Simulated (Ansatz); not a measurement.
# Run report: CH22O12, geometry relaxation (part 2 of 3)

CH22O12 (disordered cell, 35 atoms in the cell); DFT r2SCAN-D3(BJ), scalar-relativistic, plane waves, PAW, no spin polarisation (Ansatz 0.2.0); cutoff 500 eV, 1×1×1 k-mesh, Fermi–Dirac smearing of 0.02 eV. The run did not end well. It belongs to a series of runs on one base structure; here: start relaxed. The run did not end well; see the last part.

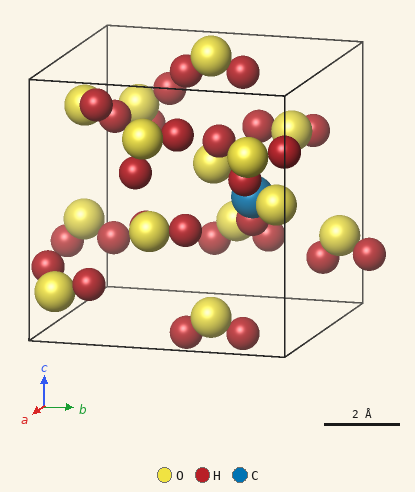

*The geometry at step 4 of the log (spheres-only view of the cell of the calculation, seen slightly off an axis).*

### Output, continued
```
  k-point 0: bands = ["-25.6667", "-23.4337", "-23.0779", "-22.7148", "-22.6772", "-22.5292", "-22.4888", "-22.3060", "-22.1834", "-22.0968", "-21.9516", "-21.7273", "-13.4658", "-10.0932", "-9.9400", "-9.7369", "-9.6242", "-9.5924", "-9.4344", "-9.1960", "-9.0609", "-9.0344", "-8.8940", "-8.8803", "-8.5320", "-7.8265", "-6.5773", "-6.4783", "-6.3996", "-6.2320", "-6.0556", "-5.9100", "-5.8143", "-5.6019", "-5.3414", "-5.1330", "-4.6979", "-4.6741", "-4.1538", "-3.9791", "-3.9103", "-3.8103", "-3.6783", "-3.5265", "-3.4646", "-3.3660", "-3.3313", "-3.2335", "-2.9462", "2.4344", "2.6191", "5.1116", "5.2280", "5.5338", "5.7858", "5.9772", "6.1256", "7.0223", "7.0973", "7.2804", "7.3837", "7.7951", "7.9557", "8.0790", "8.1734", "8.2278", "8.4633", "8.6623", "9.0595", "9.1290", "9.2039", "9.9565", "10.0848", "10.1490", "10.3016", "10.4425", "10.5132", "10.8265", "10.9891", "11.0466", "11.3548", "11.6374", "11.7283", "11.9296"]
End of that report.
Error: geometry relaxation did not converge after 15 steps: max|allowed force component| = 5.89e-1 eV/Å (threshold 3.0e-1). Raise `relax.max_steps` over both its present limit and 15, loosen `relax.f_tol`, or start from a geometry closer to equilibrium. Where this run's directory can be resumed (`checkpoint.write`), a resume goes on for up to `relax.max_steps` more
```

### Trajectory as extended XYZ (Å, eV, eV/Å), 14 of the 15 frames kept, from step=1 to step=15
```
35
Lattice="7.1335 0.0000 0.0000 0.0000 7.1335 0.0000 0.0000 0.0000 7.1335" Properties=species:S:1:pos:R:3:forces:R:3 step=1 energy=-7421.59479
O     1.6586    6.9740    2.2488   -0.2359   0.1506  -0.5638
H     1.7479    7.8003    1.7514   -0.1235  -0.4376   0.1168
H     1.4148    6.3209    1.5764   -0.0228   0.5501   0.0068
O     5.1476    2.9774    2.9860   -0.5647  -0.8888  -0.9511
H     4.8212    3.8891    3.0023    0.5739  -0.7843  -0.5009
H     4.4368    2.4818    2.5531   -0.0021   0.2685   0.3832
O     1.7985    5.7702    4.8954   -1.7558  -1.0285   0.9162
H     1.8590    4.8047    4.9428   -0.9387   0.5571   0.4069
H     0.8857    5.9344    4.6162   -0.0695   0.0158   0.5470
O     4.2845    0.6846    5.7851   -0.1915   0.4947   0.1376
H     5.1861    1.0378    5.8099   -0.5882   0.3673   0.6095
H     3.7233    1.4739    5.7973    0.2849  -0.5235  -0.4117
O     5.9846    3.0308    5.4653    0.3539  -0.2443   0.5255
H     5.2519    3.6285    5.2554    1.0763  -0.7355   0.1320
H     6.1320    2.5427    4.6417   -0.5472   0.7287  -0.1343
O     3.6074    3.9810    7.2895   -0.1406  -0.1035  -0.4243
H     3.4661    4.7248    6.6854   -0.1503   0.2749   0.5532
H     3.4569    3.1993    6.7378    0.0939   0.1772   0.4081
O     1.2872    1.2022    5.2915   -0.1954   0.5503   0.1430
H     1.4795    2.0277    5.7603   -0.4714  -0.1910  -0.2780
H     0.5066    1.4122    4.7579    0.6399   0.0449   0.1415
O     6.0996    5.8589    5.3039    0.4772  -0.1267  -0.4146
H     6.0176    6.8051    5.1136   -0.3795  -0.7440   0.0572
H     5.6684    5.4301    4.5500    0.1678   0.7050   0.1616
O     5.8726    0.3425    1.0422    0.0129   0.2516   0.3970
H     5.8741    1.2822    1.2769   -0.0638  -0.3348   0.0058
H     5.2122   -0.0459    1.6348    0.0923   0.1246  -0.1804
O     0.1965    3.6488    2.2106    1.2518   0.5011  -0.6189
H     0.1223    4.4930    1.7417   -0.0680  -0.3340   0.0235
H     0.2426    2.9903    1.5018   -0.1278   0.3782   0.2347
O     3.3528    3.9828    4.3097    0.1304  -0.4047   1.0100
C     3.2376    5.0696    3.5164   -0.1072   2.7085  -0.5238
O     3.7240    6.1560    3.7470    2.0307  -1.9734  -1.5435
H     3.8943    4.2636    5.0770   -0.5233   0.1784  -0.3249
H     2.6376    4.8153    2.6349    0.0805  -0.1718  -0.0470
35
Lattice="7.1335 0.0000 0.0000 0.0000 7.1335 0.0000 0.0000 0.0000 7.1335" Properties=species:S:1:pos:R:3:forces:R:3 step=2 energy=-7422.92462
O     1.6417    6.9786    2.2333   -0.0910   0.0505  -0.1755
H     1.7414    7.8013    1.7458   -0.0775  -0.0955  -0.0131
H     1.4005    6.3425    1.5526   -0.1074   0.2773  -0.1423
O     5.1481    2.9167    2.9288   -0.1264  -0.5654  -0.6475
H     4.8643    3.8391    2.9607    0.4186  -0.4820  -0.3754
H     4.3870    2.4613    2.5571   -0.1958   0.0081   0.2557
O     1.7372    5.7496    4.9493   -0.1242  -0.4958   0.2591
H     1.7770    4.7923    4.9790   -0.7588   0.0210   0.3107
H     0.8395    5.9397    4.6594   -0.3965   0.0994   0.3786
O     4.2770    0.6915    5.7963   -0.0350   0.1688   0.1426
H     5.1605    1.0737    5.8752   -0.3339   0.3212   0.5274
H     3.7046    1.4625    5.7539   -0.0453  -0.2884  -0.4429
O     6.0226    2.9931    5.4854    0.3895  -0.3980   0.2017
H     5.3127    3.6128    5.3032    0.5413  -0.1631   0.2886
H     6.1222    2.5694    4.6211   -0.2963   0.3766  -0.1538
O     3.6068    3.9867    7.3002   -0.0394   0.0523  -0.2244
H     3.4442    4.7458    6.7220   -0.1621   0.1595   0.4533
H     3.4583    3.2099    6.7478    0.0289   0.0964   0.2487
O     1.2869    1.2179    5.3069   -0.0029   0.2525   0.1239
H     1.4491    2.0490    5.7623   -0.3555   0.0790  -0.0684
H     0.5343    1.4175    4.7411    0.3605   0.0318  -0.0438
O     6.1452    5.8421    5.2780    0.4394  -0.0252  -0.2352
H     5.9907    6.7841    5.1361   -0.3549  -0.4399   0.1621
H     5.6721    5.4497    4.5374   -0.0584   0.4348  -0.0814
O     5.8880    0.3441    1.0632    0.0486   0.0766   0.2006
H     5.8682    1.2817    1.2854   -0.0518  -0.1045   0.0817
H     5.2070   -0.0425    1.6288    0.0147   0.0467  -0.0785
O     0.3120    3.6782    2.1961    0.7562   0.3513  -0.7422
H     0.1137    4.5005    1.7216   -0.0362  -0.3106   0.1536
H     0.2338    3.0054    1.4996   -0.0797   0.3847   0.4072
O     3.3246    4.0002    4.3239    0.0302  -0.2111   0.5481
C     3.2190    5.0906    3.5138    0.7844   1.8217  -0.5609
O     3.8799    6.1034    3.6479    0.4191  -1.7375  -0.8030
H     3.8755    4.2840    5.0750   -0.2526   0.1792  -0.1423
H     2.6430    4.8188    2.6219   -0.2450   0.0290   0.1858
35
Lattice="7.1335 0.0000 0.0000 0.0000 7.1335 0.0000 0.0000 0.0000 7.1335" Properties=species:S:1:pos:R:3:forces:R:3 step=3 energy=-7424.02330
O     1.6381    6.9835    2.2104    0.0118  -0.0253   0.0317
H     1.7297    7.8134    1.7423   -0.0368   0.1320  -0.0965
H     1.3674    6.3762    1.5187   -0.1648   0.1219  -0.1966
O     5.1683    2.8409    2.8395   -0.4113  -0.5682  -0.5660
H     4.9385    3.7770    2.8943    0.3201  -0.3117  -0.2965
H     4.3235    2.4261    2.5982    0.2952   0.1509   0.3497
O     1.7246    5.7089    4.9673    0.2647  -0.0917   0.0858
H     1.6945    4.7551    5.0052   -0.5714  -0.1432   0.1397
H     0.8249    5.9614    4.7232   -0.3333   0.0905   0.3433
O     4.2731    0.6882    5.8262   -0.0060   0.5288   0.1411
H     5.1186    1.1394    5.9835   -0.4124   0.1807   0.3479
H     3.6590    1.4152    5.6437    0.1057  -0.6184  -0.3943
O     6.0759    2.9341    5.4911    0.0543  -0.3484  -0.5466
H     5.4030    3.6143    5.3897    0.5008   0.0383   0.5486
H     6.0865    2.5992    4.5720   -0.1079   0.2021   0.2463
O     3.6277    4.0011    7.3179    0.0588   0.2690  -0.1778
H     3.3951    4.7765    6.7829   -0.1597  -0.0521   0.3857
H     3.4499    3.2304    6.7701   -0.0488   0.0244   0.1208
O     1.3040    1.2473    5.3271    0.1374   0.1917   0.0854
H     1.3881    2.0907    5.7775   -0.3401   0.1076   0.0119
H     0.5879    1.4082    4.7058    0.2653  -0.0270  -0.0731
O     6.1976    5.8260    5.2277   -0.0117   0.5653  -0.2724
H     5.9299    6.7645    5.2015   -0.1240  -0.7391   0.3270
H     5.6523    5.4956    4.5042   -0.0581   0.2750  -0.1463
O     5.8996    0.3474    1.0870    0.0687  -0.0679   0.0506
H     5.8603    1.2807    1.3119   -0.0595   0.0559   0.1464
H     5.2010   -0.0461    1.6239   -0.0182  -0.0035  -0.0275
O     0.4463    3.7244    2.1744   -0.2729   0.2794  -1.5851
H     0.0813    4.5120    1.7092    0.3203  -0.6284   0.6005
H     0.2059    3.0250    1.5211    0.2480   0.6634   0.9153
O     3.3257    4.0055    4.3306    0.1857   0.1102  -0.1301
C     3.2475    5.0839    3.4804    0.8567   1.3937  -0.2770
O     4.0214    6.0370    3.5328   -0.6523  -2.0336  -0.4905
H     3.8759    4.3069    5.0686    0.0014   0.1373   0.0463
H     2.5653    4.8412    2.6502    0.0962   0.1407   0.3514
35
Lattice="7.1335 0.0000 0.0000 0.0000 7.1335 0.0000 0.0000 0.0000 7.1335" Properties=species:S:1:pos:R:3:forces:R:3 step=4 energy=-7424.92082
O     1.6508    6.9919    2.1782   -0.0049  -0.0583  -0.1540
H     1.7193    7.8394    1.7344   -0.0219   0.0646  -0.0543
H     1.3133    6.4197    1.4802   -0.1025   0.2269  -0.0020
O     5.1917    2.7662    2.7527   -0.9575  -0.5856  -0.3094
H     5.0180    3.7159    2.8092    0.2292  -0.2926  -0.2579
H     4.2849    2.3905    2.6628    0.9412   0.3558   0.2721
O     1.7355    5.6796    4.9703   -0.2536  -0.0930   0.1297
H     1.6217    4.7264    5.0120   -0.3809   0.1178   0.0154
H     0.8251    6.0041    4.8132    0.1571  -0.0967   0.3274
O     4.2758    0.6829    5.8839   -0.5747   1.4649  -0.3519
H     5.0564    1.2395    6.0885   -0.6216  -0.0656   0.0225
H     3.6135    1.3159    5.4818    0.9508  -1.3713   0.3315
O     6.1304    2.8614    5.4795   -0.7812   0.5283  -0.9983
H     5.5405    3.6485    5.5154    1.0592  -0.6210   0.5220
H     6.0233    2.6271    4.5220    0.0406   0.1347   0.7160
O     3.6913    4.0271    7.3147   -0.2125   0.5112  -0.6566
H     3.3114    4.8004    6.8431    0.1023  -0.4813   0.5487
H     3.4206    3.2531    6.8012   -0.0143   0.1467   0.2499
O     1.3613    1.2949    5.3358    0.0568   0.7434   0.2092
H     1.2870    2.1397    5.8141   -0.3144  -0.5379  -0.3541
H     0.6658    1.3718    4.6677    0.3989  -0.0436   0.1437
O     6.2073    5.8193    5.1860   -0.4497   0.9640  -0.2036
H     5.8561    6.7369    5.3121    0.0709  -1.0867   0.2749
H     5.6420    5.5649    4.4396    0.0715   0.2528  -0.0593
O     5.9109    0.3494    1.1089    0.0546  -0.0992   0.0178
H     5.8493    1.2780    1.3517   -0.0721   0.0271   0.1645
H     5.1978   -0.0625    1.6133    0.0113   0.0105  -0.0601
O     0.5141    3.7708    2.1414   -0.6866   0.1533  -1.4178
H     0.0621    4.5265    1.7049    0.4343  -0.4239   0.5652
H     0.1956    3.0500    1.5517    0.3614   0.5114   0.7965
O     3.3502    3.9924    4.3198    0.1886   0.2467  -0.2515
C     3.2666    5.0601    3.4528    0.1433   0.0689  -0.3840
O     4.0755    5.9652    3.4490   -0.1658  -0.8810  -0.2869
H     3.8956    4.3133    5.0544    0.0993   0.0064   0.0952
H     2.5279    4.8304    2.6637    0.2428   0.2020   0.3988
35
Lattice="7.1335 0.0000 0.0000 0.0000 7.1335 0.0000 0.0000 0.0000 7.1335" Properties=species:S:1:pos:R:3:forces:R:3 step=5 energy=-7425.62670
O     1.6733    7.0050    2.1424   -0.0877  -0.0799  -0.3232
H     1.7173    7.8684    1.7228    0.0067  -0.0102  -0.0111
H     1.2524    6.4699    1.4550   -0.0172   0.3212   0.1596
O     5.2058    2.7043    2.7239   -0.4327  -0.1892  -0.1441
H     5.0765    3.6638    2.7218    0.1721  -0.3106  -0.2047
H     4.2927    2.3674    2.7088    0.4478   0.1156   0.1557
O     1.7328    5.6543    4.9895   -0.4577  -0.0451   0.2361
H     1.5627    4.7072    5.0015   -0.2079   0.1416  -0.0389
H     0.8307    6.0262    4.8863    0.2512  -0.1179   0.2727
O     4.2651    0.6913    5.9414   -0.5654   1.1654  -0.6006
H     4.9906    1.3270    6.1053   -0.4235  -0.1065  -0.0642
H     3.5942    1.1986    5.4023    0.8215  -1.0515   0.6643
O     6.1510    2.8229    5.4718   -0.8303   1.0929  -0.4789
H     5.7010    3.6983    5.6169    0.9853  -0.9948   0.1646
H     5.9618    2.6601    4.5175    0.0893   0.0556   0.5293
O     3.7687    4.0625    7.2643   -0.9171   0.3082  -1.0455
H     3.2348    4.8091    6.8888    0.5236  -0.6574   0.5884
H     3.3725    3.2715    6.8432    0.3124   0.4928   0.4824
O     1.4420    1.3523    5.3279   -0.3605   1.1408   0.4066
H     1.1756    2.1552    5.8370    0.0338  -1.0093  -0.6947
H     0.7540    1.3243    4.6435    0.4590  -0.0588   0.2276
O     6.1898    5.8284    5.1670   -0.4723   0.7070  -0.0099
H     5.7683    6.6838    5.4356    0.0543  -0.8988   0.0995
H     5.6525    5.6354    4.3803    0.0574   0.2812   0.0190
O     5.9251    0.3438    1.1248    0.0400  -0.1058   0.0420
H     5.8414    1.2652    1.3948   -0.0682  -0.0538   0.1365
H     5.1943   -0.0881    1.5872    0.0387   0.0267  -0.0958
O     0.5353    3.8078    2.0954   -0.2426   0.0061  -0.5791
H     0.0530    4.5484    1.7031    0.1229   0.0471   0.1590
H     0.1767    3.0663    1.5832    0.1418   0.1465   0.3458
O     3.3724    3.9817    4.3064    0.1603   0.3534  -0.3413
C     3.2884    5.0302    3.4237   -0.4618  -0.7640  -0.1612
O     4.1026    5.9131    3.3853    0.4638   0.0316  -0.2863
H     3.9309    4.3059    5.0332    0.1074  -0.1138   0.1085
H     2.5023    4.8295    2.6782    0.2566   0.1328   0.2807
35
Lattice="7.1335 0.0000 0.0000 0.0000 7.1335 0.0000 0.0000 0.0000 7.1335" Properties=species:S:1:pos:R:3:forces:R:3 step=6 energy=-7426.25699
O     1.7048    7.0270    2.0838   -0.3724  -0.2447  -0.5713
H     1.7388    7.9106    1.7066    0.0678  -0.0132  -0.0090
H     1.1486    6.5615    1.4301    0.2268   0.4819   0.4579
O     5.2320    2.6426    2.7116    0.0742   0.2293  -0.1201
H     5.1367    3.6044    2.6122    0.0674  -0.4403  -0.1015
H     4.3212    2.3367    2.7867    0.0071  -0.0277   0.1138
O     1.7103    5.6176    5.0531   -0.3189  -0.1484   0.2090
H     1.5012    4.6795    4.9675   -0.0643   0.2368  -0.0107
H     0.8275    6.0306    4.9910    0.0950  -0.0810   0.2437
O     4.2585    0.7034    5.9944   -0.0253   0.6225  -0.2542
H     4.9301    1.4094    6.0765   -0.2909  -0.1763  -0.0568
H     3.5516    1.0804    5.4311    0.2336  -0.4539   0.3439
O     6.1523    2.8323    5.4852   -0.3875   0.9573   0.0605
H     5.8568    3.7600    5.6663    0.5559  -0.7917  -0.0460
H     5.9370    2.7029    4.5429    0.0562   0.0282   0.1092
O     3.8202    4.1109    7.1791   -1.3994  -0.1561  -0.8302
H     3.1843    4.8259    6.9215    0.6799  -0.5334   0.3707
H     3.3310    3.2966    6.9012    0.6679   0.8241   0.4466
O     1.5032    1.4086    5.3382   -0.9180   1.0683   0.1529
H     1.0537    2.1592    5.8058    0.3720  -1.0249  -0.6782
H     0.8753    1.2567    4.6057    0.6060  -0.0453   0.4140
O     6.1541    5.8361    5.1783   -0.5133   0.4463   0.0791
H     5.6582    6.5988    5.5721    0.1127  -0.6549  -0.1226
H     5.6685    5.7222    4.3398    0.0320   0.2779   0.2021
O     5.9546    0.3061    1.1487   -0.0747  -0.2230   0.1079
H     5.8397    1.2179    1.4433   -0.0444  -0.0826   0.0953
H     5.1840   -0.1398    1.5328    0.1546   0.0771  -0.1570
O     0.5640    3.8624    2.0223   -0.3209  -0.3557  -0.4025
H     0.0273    4.5859    1.6817    0.0492   0.1421   0.0001
H     0.1277    3.0841    1.6335    0.2421   0.3540   0.3095
O     3.3950    3.9767    4.2850    0.0968   0.4872  -0.4472
C     3.3126    5.0036    3.3913   -0.0215  -0.6757   0.0031
O     4.1515    5.8684    3.3067    0.1378  -0.0765  -0.2196
H     3.9839    4.2832    4.9988    0.0678  -0.1743   0.1633
H     2.4921    4.8286    2.6852    0.1496   0.1469   0.1418
35
Lattice="7.1335 0.0000 0.0000 0.0000 7.1335 0.0000 0.0000 0.0000 7.1335" Properties=species:S:1:pos:R:3:forces:R:3 step=7 energy=-7426.74358
O     1.7235    7.0528    2.0194   -0.9131  -0.3343  -0.8335
H     1.8143    7.9480    1.6764    0.1114  -0.0982  -0.0296
H     1.0075    6.6936    1.4347    0.7220   0.6585   0.8076
O     5.2650    2.5994    2.6977   -0.0093   0.2083  -0.0744
H     5.1613    3.5476    2.5135   -0.0028  -0.4091  -0.0361
H     4.3635    2.3002    2.8758    0.1113   0.0353   0.0430
O     1.6806    5.5872    5.1291   -0.2592  -0.2519   0.1530
H     1.4599    4.6629    4.9459    0.0361   0.3576   0.0453
H     0.8051    6.0142    5.1270    0.0255  -0.0961   0.2004
O     4.2613    0.7203    6.0523    0.3155   0.3808  -0.0528
H     4.8867    1.4728    6.0427   -0.2718  -0.2550  -0.0413
H     3.5189    0.9773    5.4848   -0.0930  -0.1064   0.1712
O     6.1504    2.8620    5.4996   -0.0427   0.4158   0.1926
H     5.9838    3.8088    5.6809    0.1852  -0.2111  -0.0152
H     5.9599    2.7630    4.5547    0.0459  -0.0156  -0.1462
O     3.8040    4.1638    7.1433   -0.4774  -0.3090  -0.3404
H     3.1541    4.8562    6.9297    0.1155  -0.0930   0.0967
H     3.3385    3.3343    6.9212    0.2900   0.4917   0.2244
O     1.5368    1.4608    5.3429   -1.2388   0.5401  -0.4185
H     0.9271    2.1332    5.7365    0.4899  -0.7371  -0.4724
H     1.0053    1.1659    4.5674    0.7614   0.1486   0.7404
O     6.1007    5.8354    5.2245   -0.3092   0.0819  -0.1550
H     5.5770    6.5370    5.6684   -0.0254  -0.2000   0.0264
H     5.6611    5.8002    4.3512    0.0486   0.1453   0.2920
O     5.9939    0.2289    1.1871   -0.3518  -0.3558   0.1597
H     5.8498    1.1379    1.4798    0.0194  -0.0629   0.0696
H     5.1674   -0.2071    1.4654    0.4131   0.1385  -0.2084
O     0.5743    3.9057    1.9532   -0.4649  -0.5207  -0.3111
H     0.0230    4.6256    1.6269    0.0721   0.0844  -0.0378
H     0.0845    3.1090    1.6708    0.3730   0.5365   0.2610
O     3.4054    3.9773    4.2567    0.1097   0.3586  -0.4000
C     3.3509    4.9764    3.3478   -0.1474  -0.3450   0.1594
O     4.1953    5.8364    3.2463    0.1351  -0.0949  -0.1974
H     4.0040    4.2574    4.9765    0.0609  -0.1376   0.1319
H     2.4936    4.8466    2.6795    0.1655   0.0524  -0.0051
```
